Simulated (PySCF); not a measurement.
System: C₃H₁₃BF₂Si₃.

The calculation's input:

```
{"job": {"kind": "nmr", "xc": "PBE0", "basis": "pcSseg-1"}, "charge": 0, "multiplicity": 1}
C     -1.401513     0.074835     2.208187
C     -1.560552     0.664418     0.812192
Si    -1.057654    -0.541372    -0.591759
Si    -1.094539     0.626613    -2.606029
Si     0.954102    -1.597860    -0.073480
C      2.422411    -0.374301    -0.367046
B      2.270075     0.835262     0.574322
F      2.726911     0.864982     1.817272
F      1.567057     1.916515     0.254727
H     -1.946514    -0.863341     2.297051
H     -1.780365     0.760609     2.964853
H     -0.352570    -0.118193     2.427237
H     -2.600244     0.967479     0.671143
H     -0.964778     1.575894     0.743611
H     -2.096672    -1.601421    -0.573538
H     -0.763892    -0.256039    -3.730304
H     -2.389319     1.234125    -2.928586
H     -0.110218     1.711027    -2.626721
H      1.142760    -2.127746     1.286951
H      1.283410    -2.727598    -0.960346
H      3.342676    -0.922377    -0.186312
H      2.399017    -0.082126    -1.414274
```

Launched as:

```sh
OMP_NUM_THREADS=1 python probes_run.py task.json out
```

Geometry: GFN2-xTB.

Level of theory: PySCF 2.14.0, PBE0/pcSseg-1, SCF density, gas phase, non-relativistic.

What can the converged electron density and electron localisation function tell about the bonding?

Answer. C–C (1.52 Å): ρ is about 1.6 e/Å³ halfway; the ELF peaks at about 0.95 between the atoms; a covalent bond.
C–Si (1.92 Å): the density is about 0.89 e/Å³ at the midpoint; the ELF peaks at about 0.95 between the atoms: a shared electron pair.
Si–Si (2.33 Å): the density is about 0.65 e/Å³ at the midpoint; the ELF peaks at about 1 between the atoms: a shared electron pair.
C–H (1.09 Å): ρ at the midpoint is about 2 e/Å³; the ELF climbs to about 1 towards the hydrogen, as it does in any bond to H; a covalent bond by its length.

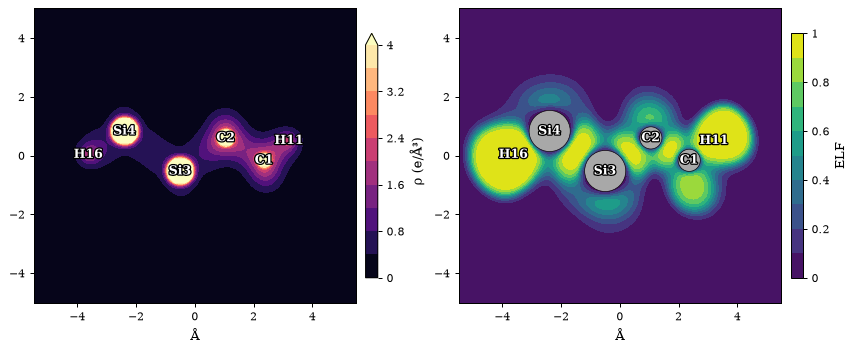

Computed electron density and electron localisation function on the plane of atoms C2, Si3 and Si4, in this order. Grey discs cover the atomic cores in the ELF map. 
